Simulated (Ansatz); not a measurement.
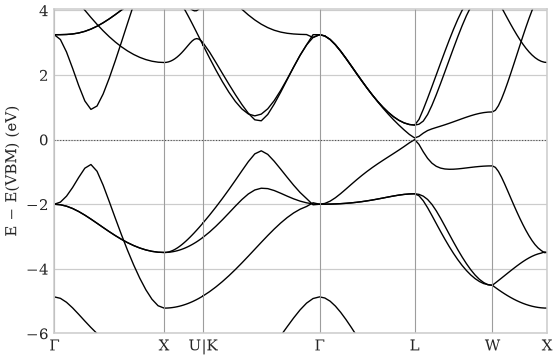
Fig. 1. Band structure from PBE (plane waves, PAW; program Ansatz)

### Question
Read off the gap and where the band edges lie.

### Answer
About 0.1 eV (0.05 eV by a search for the band edges); maximum at L, minimum at L.

The material is SnTe (rock salt, space group No. 225).

Space group Fm-3m (rock salt). The cell was relaxed with PBE under the symmetry of its start. At this level the phase is dynamically unstable (imaginary phonons). Scalar-relativistic: spin–orbit coupling is off unless named, which matters more the heavier the elements.

Potentials: the later of the program's two PAW sets.
